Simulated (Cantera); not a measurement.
A closed system holds: 1 mol AlN, a varied amount of HCl, 4.7 mol H2, held at 1275 °C and 260000 Pa.

These are equilibrium values from Cantera (NASA tables, ideal gas, pure condensed phases), not measurements of a reactor. Candidate condensed phases: Al, AlCl3, AlN, NH4Cl; 20 gas species. The tables' values for AlCl2 are old estimates; treat these amounts as uncertain. Kinetics and transport are ignored.

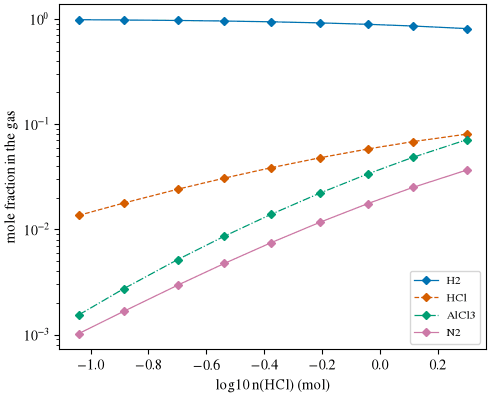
Figure. Equilibrium gas composition (values under 1e-9 drawn at 1e-9)

### Question
Read off the mole fractions at 0.2 mol HCl.

### Answer
H2 about 0.97, HCl about 0.024, AlCl3 about 0.0052, N2 about 0.0030.
